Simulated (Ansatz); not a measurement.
# U-wB97M-V/cc-pVTZ run of CaBr (SMILES [Ca][Br])

Aim: the electronic atomisation energy of CaBr at U-wB97M-V/cc-pVTZ, from 3 runs. 

The calculation is run with Ansatz 0.2.0.

38 further runs of the same task are left out: 3 that didn't finish, 35 set aside as unsound or not needed.

## 1. The system as given

CaBr: 2 atoms, total charge 0, spin state doublet. As SMILES, `[Ca][Br]`. The shape is that of a PBE0-D4/def2-TZVP optimisation.

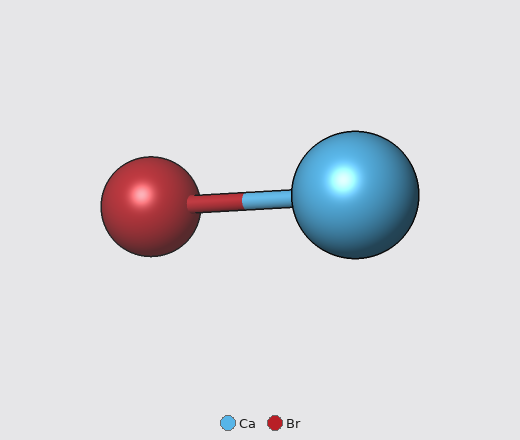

Viewed from a chosen angle; calcium blue, bromine red.

## 2. A single-point energy at U-wB97M-V/cc-pVTZ

run.yaml

```yaml
crystal:
  periodic: [false, false, false]
  atoms:
    - {symbol: Ca, position_ang: [0.000000, -0.000000, 0.018570]}
    - {symbol: Br, position_ang: [-0.000000, 0.000000, 2.614140]}
basis:
  gaussian:
    orbitals: cc-pVTZ
hamiltonian:
  xc: {name: wB97M-V}
output: {orbitals: {seedname: orbitals}}
magnetization:
  spin_polarized: true
  initial_magnetization: 1
accuracy: high
```

On the command line:

```sh
ansatz run run.yaml --threads 1 --pin off --max-ram 3480MiB --events-out events.jsonl --progress --plain --runs-dir runs
```

Output:

```text
Warning: RAYON_NUM_THREADS=1 ignored (pool sized by the plan → 1); use --threads N
Functional definition: wB97M-V
  name "wB97M-V"
  parameter omega = 0.3/bohr
  parameter cx = 0.15
  parameter cx01 = 1.007
  parameter cx10 = 0.259
  parameter css00 = 0.443
  parameter css04 = -1.437
  parameter css10 = -4.535
  parameter css20 = -3.390
  parameter css43 = 4.278
  parameter cos00 = 1.000
  parameter cos10 = 1.358
  parameter cos20 = 2.924
  parameter cos21 = -8.812
  parameter cos60 = -1.390
  parameter cos61 = 9.142
  parameter b = 6.0
  parameter c = 0.01
  gx(w, u) = 1 - cx + cx01*u + cx10*w
  gss(w, u) = css00 + css04*u^4 + css10*w + css20*w^2 + css43*w^4*u^3
  gos(w, u) = cos00 + cos10*w + (cos20 + cos21*u)*w^2 + (cos60 + cos61*u)*w^6
  exchange = spin_sum(e_x_unif_sr(omega)*gx(b97_w, b97_u_x)) + cx*exact_x_sr(omega) + exact_x_lr(omega)
  correlation = spin_sum(e_c_pw_mod_same_spin*gss(b97_w, b97_u_same))
      + integral(e_c_pw_mod_opposite_spin*gos(b97_w_opposite, b97_u_opposite)) + vv10(b, c)
1096 factors; integrals over basis functions are off by at most 4.3e-9 eV
323 factors; integrals over basis functions are off by at most 1.5e-9 eV
mean field evaluation 1: about -88481.8249 eV, gradient 9.8e0 eV
mean field evaluation 2: about -88482.5836 eV, gradient 8.1e0 eV
mean field evaluation 4: about -88482.8844 eV, gradient 5.2e-1 eV
mean field evaluation 8: about -88482.9572 eV, gradient 6.3e-2 eV
mean field evaluation 16: about -88482.9573 eV, gradient 8.9e-4 eV
mean field evaluation 32: about -88482.9573 eV, gradient 6.9e-8 eV
mean field -88482.95731704 eV, -3251.6887054988 hartree, gradient 7.1e-8 eV, S^2 0.750360; 1 other end points of the search recorded, 0 dependent functions left out
reference -88482.95731960 eV, -3251.6887055926 hartree; 28, 27 occupied and 58, 59 virtual orbitals, 1096 factors
Total energy: -88482.95731960 eV, -3251.6887055926 hartree
```

Wall time 2.7 min (1 thread of Arm Neoverse V1, shared host); peak memory 0.99 GiB.

## 3. The Br atom at the same level

job.yaml

```yaml
crystal:
  periodic: [false, false, false]
  atoms:
    - {symbol: Br, position_ang: [0.000000, 0.000000, 0.000000]}
basis:
  gaussian:
    orbitals: cc-pVTZ
magnetization:
  spin_polarized: true
  initial_magnetization: 1
hamiltonian:
  xc: {name: wB97M-V}
accuracy: high
```

Run the same way, it converges to -2574.01451 Eh (log not shown).

## 4. The Ca atom at the same level

input.yaml

```yaml
crystal:
  periodic: [false, false, false]
  atoms:
    - {symbol: Ca, position_ang: [0.000000, 0.000000, 0.000000]}
basis:
  gaussian:
    orbitals: cc-pVTZ
hamiltonian:
  xc: {name: wB97M-V}
total_charge: 0
accuracy: high
```

Run the same way, it converges to -677.53960 Eh (log not shown).

## 5. Results

At U-wB97M-V/cc-pVTZ:

```
                                    quantity           value
                      molecule: total energy  -3251.68871 Eh
molecule: HOMO energy (highest over α and β)        -5.89 eV
 molecule: LUMO energy (lowest over α and β)        -0.52 eV
                              molecule: ⟨S²⟩           0.750
                       Br atom: total energy  -2574.01451 Eh
                               Br atom: ⟨S²⟩           0.752
                       Ca atom: total energy   -677.53960 Eh
               electronic atomisation energy        3.663 eV
```

Taking the molecule apart into free atoms costs 3.66 eV (84 kcal/mol), before zero-point energy and without spin-orbit coupling.
